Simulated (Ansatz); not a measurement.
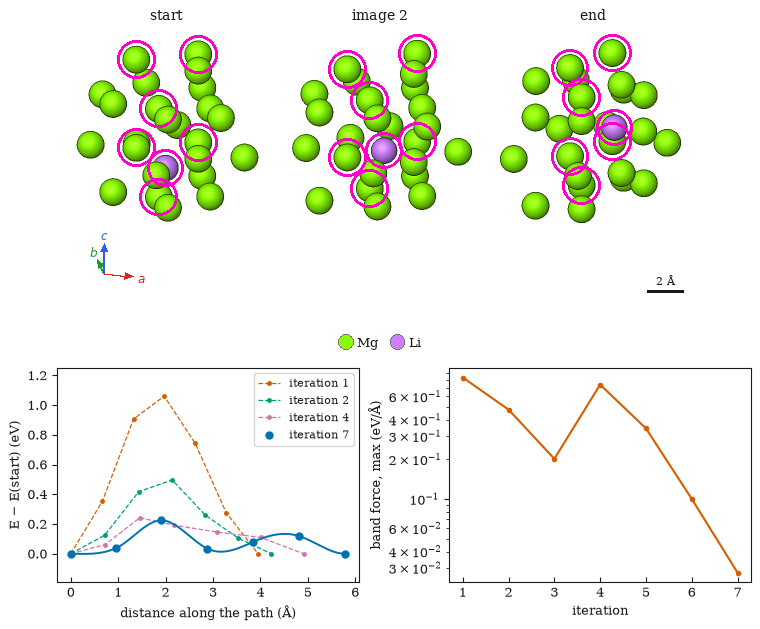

NEB run on Mg with an interstitial Li (13 atoms in the cell). Images are numbered from 0 (start) to 6 (end). The plot follows the band through its iterations. A spheres-only model of the atoms within 5.1 Å of the middle of the path, seen from a free direction. The atoms that move most are ringed.

All numbers below come from DFT PBE, scalar-relativistic, plane waves, PAW in Ansatz 0.2.0. Set-up: plane-wave cutoff 420 eV; k-point mesh 4 × 3 × 4; Gaussian smearing 0.1 eV; 5 movable images; climbing image; force threshold 0.03 eV/Å; iteration limit 51; starting path by image-dependent pair potential.

Q: Did the band converge, and can the barrier be trusted?

A: The run is converged, with reservations. The band converged in 7 iterations. The largest component of the band force went from 0.84 to 0.028 eV/Å. The climbing image converged on the top of the path. A check of its curvatures found one unstable direction (−0.63 eV/Å²), as a transition state must have. The first iteration put the highest image at 1.060 eV. The barrier is about 0.225 eV in both directions, with image 2 at the top; the ends have the same energy. The profile has 2 maxima (images 2, 5) with a dip at image 3 (+0.035 eV), so the process runs in steps.

Limits of the set-up: the periodic images lie only 5.2 Å apart, so the values are limited by the cell's size.

Cost: 8.8 min on 4 threads of Intel(R) Xeon(R) CPU @ 2.80GHz (Skylake/Cascade Lake), with other jobs on the host, peak memory 2.6 GiB.
